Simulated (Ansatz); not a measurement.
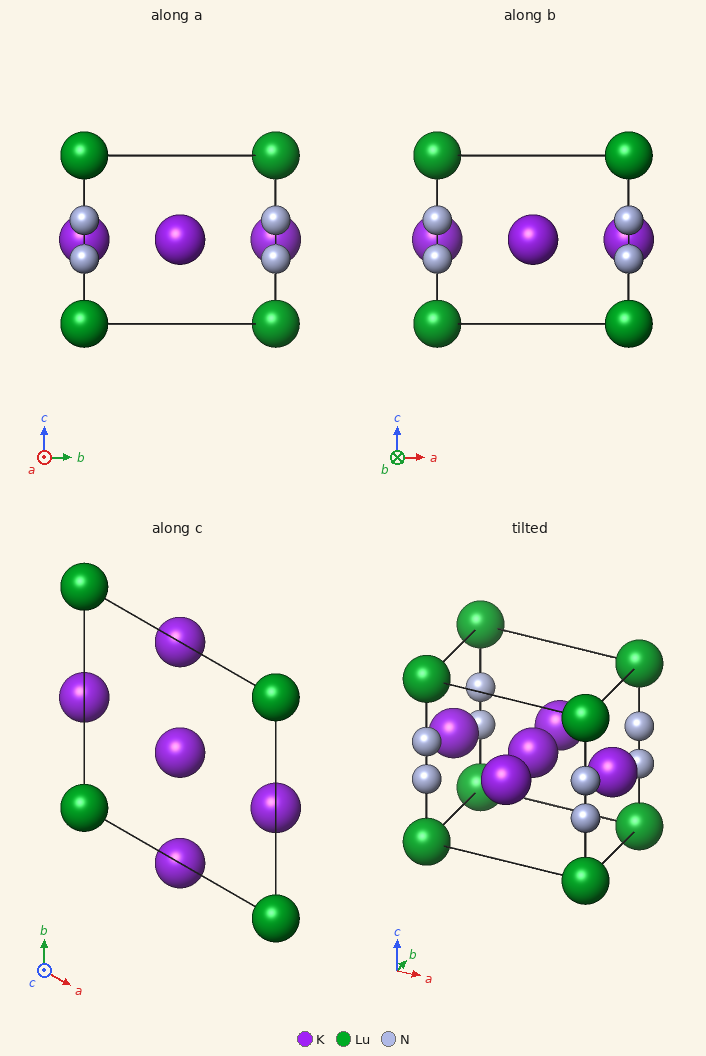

The crystal in a spheres-only representation, seen along the a axis, along the b axis, along the c axis and slightly off an axis. Lines trace the edges of the conventional unit cell.

Lattice parameters: a = 7.1317 Å, b = 7.1317 Å, c = 5.4296 Å, α = 90.000°, β = 90.000°, γ = 120.000°.

### Express the structure as a CIF with its space group and independent sites, with free fractional coordinates to two decimals.

```cif
data_structure
_symmetry_space_group_name_H-M 'P 6/m m m'
_symmetry_Int_Tables_number 191
_cell_length_a 7.1317
_cell_length_b 7.1317
_cell_length_c 5.4296
_cell_angle_alpha 90.000
_cell_angle_beta 90.000
_cell_angle_gamma 120.000
_cell_volume 239.16
loop_
_atom_site_label
_atom_site_type_symbol
_atom_site_symmetry_multiplicity
_atom_site_Wyckoff_symbol
_atom_site_fract_x
_atom_site_fract_y
_atom_site_fract_z
_atom_site_occupancy
K1 K 3 g 0.50 0.00 0.50 1
Lu1 Lu 1 a 0.00 0.00 0.00 1
N1 N 2 e 0.00 0.00 0.62 1
```

Origin of the cell: a random cell made by a generator, so it need not be a real form of the compound. Earlier steps of the study may have refined or changed the cell and positions. Ansatz was used for an electronic-structure calculation on it.
